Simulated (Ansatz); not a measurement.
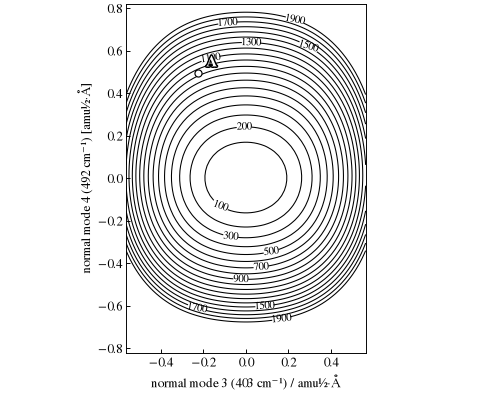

H2S2Si, SMILES S[Si]S. The first coordinate is: normal mode 3 (403 cm⁻¹); the second: normal mode 4 (492 cm⁻¹). Nothing is relaxed (straight displacements along the two mass-weighted modes). Grid: 11 × 11 points; 66 points were computed and 55 follow by symmetry. Points are written as (first, second). Energies are in cm⁻¹, from the relaxed molecule at the same level. These are results of Ansatz 0.2.0, RHF-MP2, frozen core/def2-TZVP, not measurements.

In the figure: contour lines labelled in cm⁻¹ (none above 1900), the point A. Between grid points the surface is interpolated.

Q: Which way does the force act at A, and how strong is it?

A: A, at (−0.225 amu½·Å, 0.492 amu½·Å), is not a stationary point. The computed force is 1400 cm⁻¹ for each amu½·Å towards larger values of normal mode 3 (403 cm⁻¹) and 3100 cm⁻¹ for each amu½·Å towards smaller values of normal mode 4 (492 cm⁻¹).
